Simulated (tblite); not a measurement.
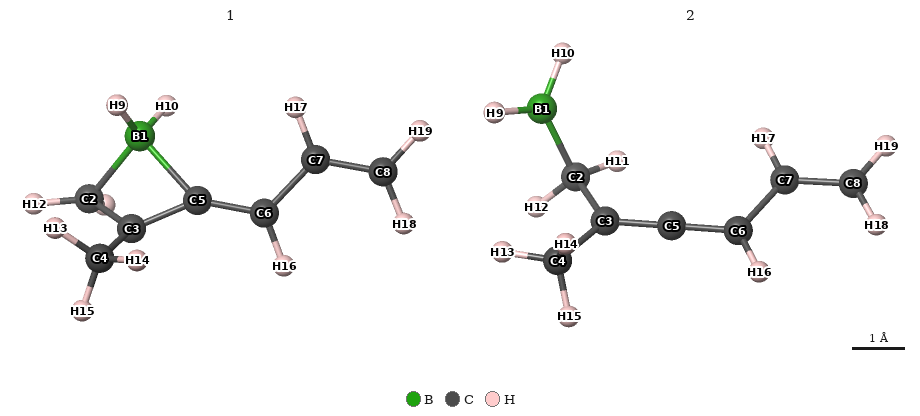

Two geometries of C7H11B, drawn at one scale. One is the start of a relaxation, the other its converged end. Style: ball-and-stick. Shown at a tilt.

These are results of tblite 0.8.0, GFN2-xTB geometry optimisation, gas phase, not measurements. 

### Which of the two is the end point?

Structure 1 is the relaxed one. The atom that moves furthest after the best rigid fit is H10 (1.71 Å). Largest moves by element: H 1.71 Å, B 1.24 Å, C 0.69 Å. Near-neighbour distances that change, for instance: B1–C5 3.447 → 1.701 Å, B1–C3 2.547 → 1.819 Å, B1–C2 1.589 → 1.713 Å, C2–C3 1.521 → 1.428 Å. New bonds form: B1–C5 (3.45 → 1.70 Å). Among the angles between lasting bonds that change: B1–C2–C3 109.9° → 70.1°, C3–C5–C6 179.3° → 146.0°, B1–C2–H12 110.0° → 125.2°. Over 151 geometry steps the energy falls by 199.3 kJ/mol. The run took 3.1 s on 1 thread of Intel(R) Xeon(R) Processor @ 2.50GHz, with other jobs on the host.
